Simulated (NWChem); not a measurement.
**One shape, several levels: GeH3Br (SMILES [GeH3][Br])**

Aim: a comparison of 3 runs (HF/3-21G, B3LYP/6-31G**, PBE0/def2-SVP) of GeH3Br. 

Program for the calculation: NWChem 7.3.0.

1 further run of the same task is left out (it didn't finish). Runs told in other sessions of the task aren't counted.

**1. The molecule**

GeH3Br: 5 atoms, total charge 0, spin state singlet. As SMILES, `[GeH3][Br]`. The shape is that of a PBE0-D4/def2-TZVP optimisation.

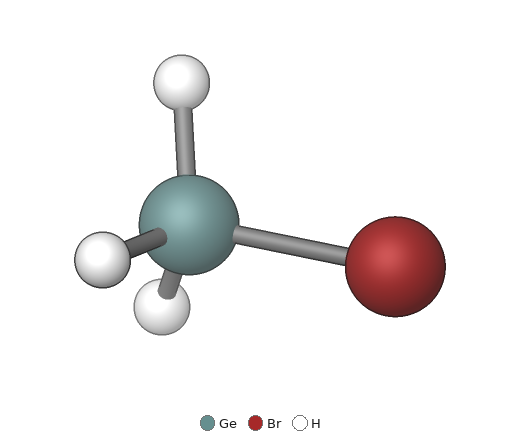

Viewed from a chosen angle; germanium teal, bromine red, hydrogen white.

**2. Energy and forces at HF/3-21G (run 1)**

Input file run.py:

```python
from ase import Atoms
from ase.calculators.nwchem import NWChem

atoms = Atoms('GeBrHHH', positions=[
    [0.139040, 0.013690, -0.129150],
    [-1.548450, -0.152490, 1.438270],
    [0.128210, 1.452190, -0.655100],
    [-0.172230, -0.995930, -1.238090],
    [1.453450, -0.317450, 0.584070],
])

calc = NWChem(
    label='a',
    theory='scf',
    memory='2200 mb',
    basis='3-21G',
    basispar='spherical bse',
    scf={'nopen': '0', 'rhf': None, 'thresh': '1e-08', 'maxiter': '80'},
)
atoms.calc = calc

forces = atoms.get_forces()
print(f"energy = {atoms.get_potential_energy():.6f} eV")
print("forces (eV/A):")
for s, f in zip(atoms.symbols, forces):
    print(f"{s:2s} {f[0]:10.5f} {f[1]:10.5f} {f[2]:10.5f}")
print("dipole (e A):", atoms.get_dipole_moment().round(4))
```

The run is started by

```console
$ export ASE_NWCHEM_COMMAND="nwchem PREFIX.nwi > PREFIX.nwo"
$ python run.py
```

Output:

```text
energy = -125910.864046 eV
forces (eV/A):
Ge    0.77673    0.07672   -0.72125
Br   -0.89330   -0.08798    0.82975
H     0.06006   -0.08361   -0.02247
H     0.07873    0.06844    0.01358
H    -0.02227    0.02643   -0.09955
dipole (e A): [ 0.418   0.0412 -0.3883]
```

The calculator wrote a.nwi:

```
title "a"

permanent_dir a

scratch_dir a

start a

geometry units angstrom nocenter noautosym noautoz
  Ge 1.3904000000000000e-01 1.3690000000000001e-02 -1.2914999999999999e-01
  Br -1.5484500000000001e+00 -1.5248999999999999e-01 1.4382699999999999e+00
  H  1.2820999999999999e-01 1.4521900000000001e+00 -6.5510000000000002e-01
  H  -1.7222999999999999e-01 -9.9592999999999998e-01 -1.2380899999999999e+00
  H  1.4534499999999999e+00 -3.1745000000000001e-01 5.8406999999999998e-01
end

memory 2200 mb

basis spherical bse noprint
   * library 3-21G
end

scf
  nopen 0
  rhf
  thresh 1e-08
  maxiter 80
end

task scf gradient
```

a.nwo:

```text
Northwest Computational Chemistry Package (NWChem) 7.3.0
             --------------------------------------------------------

           Job information
           ---------------

    nwchem branch   = 7.3.0
    use scalapack   = T
    input           = a.nwi
    prefix          = a.
    data base       = a/a.db
    status          = startup
    nproc           =        1

           Memory information
           ------------------

[... 5 lines left out ...]
    hardfail = no
[... 126 lines left out ...]
         Quadratically convergent ROHF
[... 14 lines left out ...]
       Final RHF  results
[... 4 lines left out ...]
      Two-electron energy =   2136.075318641592
[... 54 lines left out ...]
                       ROHF Final Molecular Orbital Analysis
[... 211 lines left out ...]
                 ----------------------------------------
                 |  Time  |  1-e(secs)   |  2-e(secs)   |
                 ----------------------------------------
                 |  CPU   |       0.00   |       1.32   |
                 ----------------------------------------
                 |  WALL  |       0.00   |       1.32   |
                 ----------------------------------------

 Task  times  cpu:        4.0s     wall:        4.0s
 Total times  cpu:        4.0s     wall:        4.0s
```

It took 5.1 s on 1 thread of Intel Xeon at 2.60GHz (Ice Lake), shared host; peak memory 0.1 GiB.

**3. Energy and forces at B3LYP/6-31G(d,p) (spherical functions) (run 2)**

Input file brgeh3.nw:

```
start brgeh3
memory stack 880 mb heap 220 mb global 1100 mb

geometry noautosym nocenter noautoz
 Ge       0.139040       0.013690      -0.129150
 Br      -1.548450      -0.152490       1.438270
 H        0.128210       1.452190      -0.655100
 H       -0.172230      -0.995930      -1.238090
 H        1.453450      -0.317450       0.584070
end

basis "ao basis" spherical bse
 * library 6-31G**
end

dft
 xc b3lyp
 grid xfine
 convergence energy 1e-08
 maxiter 100
 mulliken
end

task dft gradient
```

The run is started by

```console
$ nwchem brgeh3.nw > brgeh3.out
```

Output:

```text
[...]
          Wavefunction type:  closed shell.
          No. of atoms     :     5
          No. of electrons :    70
[...]
          Charge           :     0
          Spin multiplicity:     1
[...]
          AO basis - number of functions:    79
[...]
              XC Information
              --------------
                         B3LYP Method XC Potential
                     Hartree-Fock (Exact) Exchange  0.200
                        Slater Exchange Functional  0.800 local
                    Becke 1988 Exchange Functional  0.720 non-local
              Lee-Yang-Parr Correlation Functional  0.810
                  VWN I RPA Correlation Functional  0.190 local
[...]
 d= 0,ls=0.0,diis     1  -4652.4379278117 -4.96D+03  1.20D-02  2.64D-01     3.7
[...]
 d= 0,ls=0.0,diis     8  -4652.4742355761 -9.61D-10  1.89D-06  5.18D-08    21.1
         Total DFT energy =    -4652.474235576110
      One electron energy =    -7092.197776680417
           Coulomb energy =     2303.004042488035
    Exchange-Corr. energy =     -171.520315323173
 Nuclear repulsion energy =      308.239813939444
[...]
  wavefunction    = closed shell
                         DFT ENERGY GRADIENTS
    atom               coordinates                        gradient
                 x          y          z           x          y          z
   1 Ge      0.262748   0.025870  -0.244058   -0.005353  -0.000531   0.004967
   2 Br     -2.926146  -0.288164   2.717936    0.006853   0.000675  -0.006365
   3 H       0.242282   2.744241  -1.237959   -0.000218  -0.001207   0.000645
   4 H      -0.325468  -1.882035  -2.339651    0.000030   0.000813   0.001129
   5 H       2.746622  -0.599894   1.103732   -0.001311   0.000251  -0.000376
[...]
```

Wall time 35 s (1 thread of Intel Xeon at 2.60GHz (Ice Lake), shared host); peak memory 0.13 GiB.

**4. Energy and forces at PBE0/def2-SVP (run 3)**

Input file input.nw:

```
start input
memory stack 880 mb heap 220 mb global 1100 mb

geometry units bohr noautosym nocenter noautoz
   Ge     0.26274752     0.02587035    -0.24405813
   Br    -2.92614642    -0.28816434     2.71793639
   H      0.24228179     2.74424138    -1.23795958
   H     -0.32546753    -1.88203494    -2.33965102
   H      2.74662244    -0.59989356     1.10373234
end

basis "ao basis" spherical bse
   Ge library def2-SVP
   Br library def2-SVP
   H library def2-SVP
end

dft
   xc pbe0
   grid xfine
   convergence energy 1e-08
   iterations 100
   mulliken
   print medium
end

task dft gradient
```

The run is started by

```console
$ nwchem input.nw > input.out
```

Output:

```text
[...]
          Wavefunction type:  closed shell.
          No. of atoms     :     5
          No. of electrons :    70
[...]
          Charge           :     0
          Spin multiplicity:     1
[...]
          AO basis - number of functions:    79
[...]
              XC Information
              --------------
                         PBE0 Method XC Functional
                     Hartree-Fock (Exact) Exchange  0.250
          PerdewBurkeErnzerhof Exchange Functional  0.750
            Perdew 1991 LDA Correlation Functional  1.000 local
           PerdewBurkeErnz. Correlation Functional  1.000 non-local
[...]
 d= 0,ls=0.0,diis     1  -4651.8200187408 -4.96D+03  1.06D-02  2.58D-01     2.6
[...]
 d= 0,ls=0.0,diis     8  -4651.8541289560 -1.05D-09  1.49D-06  2.57D-08    16.1
         Total DFT energy =    -4651.854128956033
      One electron energy =    -7093.589403072514
           Coulomb energy =     2304.461474667857
    Exchange-Corr. energy =     -170.965992274005
 Nuclear repulsion energy =      308.239791722628
[...]
  wavefunction    = closed shell
                         DFT ENERGY GRADIENTS
    atom               coordinates                        gradient
                 x          y          z           x          y          z
   1 Ge      0.262748   0.025870  -0.244058    0.000355   0.000031  -0.000335
   2 Br     -2.926146  -0.288164   2.717936    0.000895   0.000088  -0.000831
   3 H       0.242282   2.744241  -1.237960   -0.000238  -0.000774   0.000501
   4 H      -0.325468  -1.882035  -2.339651   -0.000081   0.000506   0.000809
   5 H       2.746622  -0.599894   1.103732   -0.000931   0.000149  -0.000145
[...]
```

Run time: 23 s. Hardware: 1 thread of Intel Xeon at 2.60GHz (Ice Lake), shared host; peak memory 0.13 GiB.

**5. The series**

```
run                                level  iteration cap  module   energy (Eh)  dipole moment (D)  HOMO energy (eV)  LUMO energy (eV)  wall time
  1                             HF/3-21G             80     scf  -4627.138946               2.75            -10.91              2.75      5.1 s
  2  B3LYP/6-31G** (spherical functions)            100     dft  -4652.474236               2.13             -7.85             -0.90       35 s
  3                        PBE0/def2-SVP            100     dft  -4651.854129               1.91             -8.13             -0.42       23 s
```

**6. Results**

```
                       quantity           value
            run 3: total energy  -4651.85413 Eh
           run 3: dipole moment          1.91 D
             run 3: HOMO energy        -8.13 eV
             run 3: LUMO energy        -0.42 eV
           run 3: HOMO–LUMO gap         7.71 eV
run 3: largest force on an atom      0.063 eV/Å
```

**Reading.** The dipole moment (its size) runs from 1.91 D (PBE0/def2-SVP) to 2.75 D (HF/3-21G). The two ends differ in method and basis. The HOMO–LUMO gap runs from 6.95 eV (B3LYP/6-31G**) to 13.66 eV (HF/3-21G). Totals of different functionals can't be ranked against each other. All runs together took 63 s, the longest 35 s.
